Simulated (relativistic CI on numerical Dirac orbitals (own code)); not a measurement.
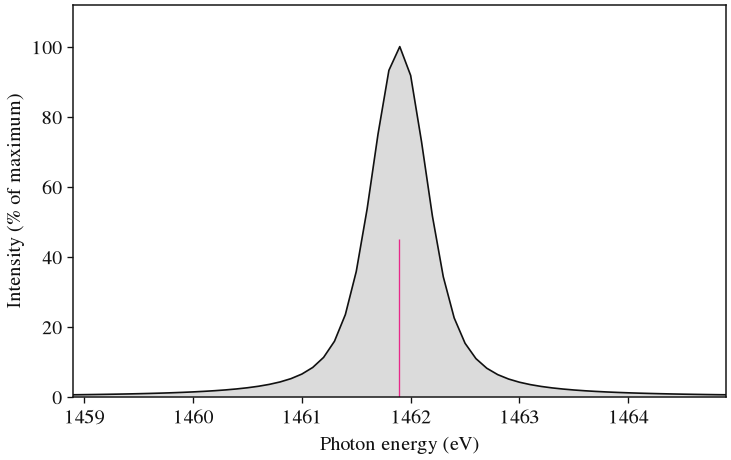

Computed core-level spectrum (absorption) of an ion of charge +2 in no crystal field (free ion). Sticks are the strongest transitions, on a scale of their own. Multiplet model: relativistic Dirac–Coulomb–Breit theory, one configuration a step, Slater integrals scaled by 0.8, 10 K, Voigt broadening (Lorentzian 0.36 eV, Gaussian 0.4 eV full widths), computed with a radial Dirac CI code.

Question: Which element and which edge or line is it?

Answer: M₄,₅ X-ray absorption of Tm²⁺, initial configuration [Xe] 4f¹³. The main maxima lie at 1461.9 eV (100), heights in % of the largest; the centroid is at 1461.9 eV. The ground state has S = 0.50.

Limits of the model: free-ion energies, so absolute edge positions are off by a few eV from solids.
